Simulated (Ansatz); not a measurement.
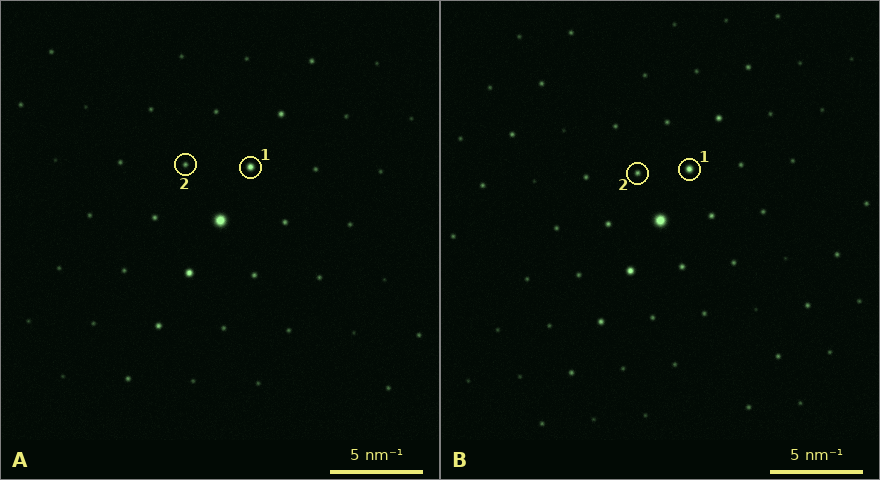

Kinematic electron diffraction patterns (300 kV, B = 0.5 Å², same scale) along [010] of the run's own cell, for the start and the end of one relaxation of SrMo2 with DFT PBE, scalar-relativistic, plane waves, PAW (Ansatz). k mesh 10×6×6. The start is a generated model structure, and the relaxation ends in the nearest stationary point of its symmetry, not necessarily the ground state. Spot 1 is 0 0 -2 and spot 2 is -1 0 -1 in both.

Start structure:

```
Sr Mo
1.0
     4.28675    0.00000    0.00000
     0.00000    6.62954    0.00000
     0.00000    0.00000    6.21829
Sr Mo
2 4
Direct
  0.50000 0.50000 0.50000
  0.00000 0.00000 0.00000
  0.26600 0.94237 0.50000
  0.76600 0.55763 0.00000
  0.73400 0.05763 0.50000
  0.23400 0.44237 0.00000
```

**Which pattern belongs to the start structure, and which to the relaxed one?**

B is the start: its cell gives d(1) = 3.109 Å, d(2) = 3.529 Å and an angle of 55.4°. A is the relaxed structure, with d(1) = 2.990 Å (-3.8 %), d(2) = 2.808 Å (-20.4 %) and 62.0°.

**What did the relaxation do to the structure and the energy?**

The volume changed by -14.8 % to 25.09 Å³ an atom; with the mean shift removed, the atoms moved by up to 0.40 Å relative to the cell (Mo most); the space group stayed Pnnm (No. 58); the free energy fell by 650 meV an atom. Relaxed cell: a = 3.181 Å, b = 7.915 Å, c = 5.980 Å, α = 90.00°, β = 90.00°, γ = 90.00°.
